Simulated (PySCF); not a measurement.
**C$_{3}$ (Carbon trimer): density, localisation and related maps**

| atom | x (Å) | y (Å) | z (Å) |
| --- | --- | --- | --- |
| C | -1.3340 | 0.3689 | 0.0829 |
| C | -0.0805 | 0.0721 | 0.0631 |
| C | 1.1601 | -0.2750 | 0.0594 |

Geometry: PBE0-D3(BJ)/def2-TZVP.

Computed with PBE0/pcSseg-2, SCF density, gas phase, non-relativistic (PySCF 2.14.0).

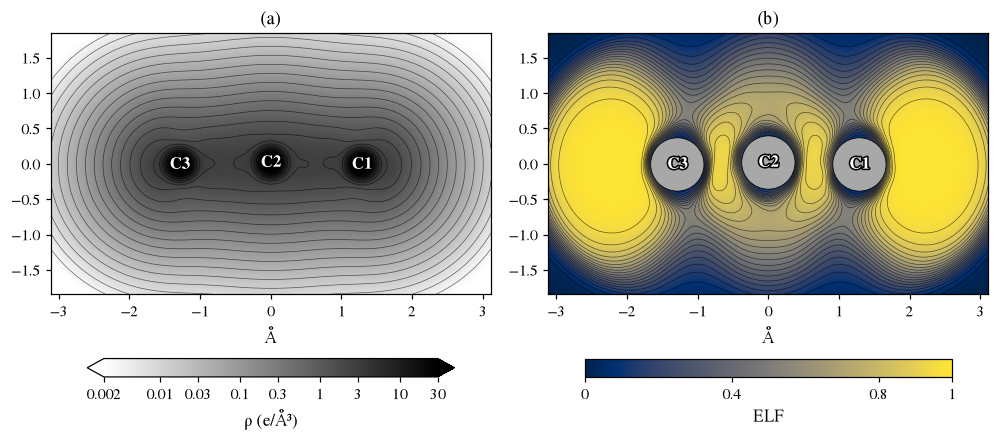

Figure 1. (a) electron density; (b) ELF on a plane that holds the molecular axis. Grey discs cover the atomic cores in the ELF map.

**Describe what can be read from this map.**

Atoms in the plane: C. C–C (1.29 Å): the density is about 2.6 e/Å³ at the midpoint; the ELF peaks at about 0.95 between the atoms; a short, multiple covalent bond. The ELF also peaks beside C3 and C1, away from the bonds: lone-pair regions.

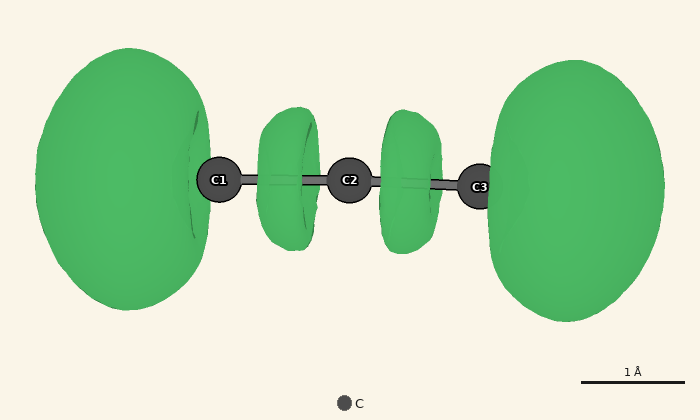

Figure 2. Isosurface of the ELF at 0.8 (green), seen from one side. Only the valence region is drawn (cores and ρ < 0.01 e/Å³ removed).

**What do the ELF domains correspond to?**

The surface consists of two regions between bonded C–C atoms (shared pairs) and two lobes on C, pointing away from the bonds (lone pairs).
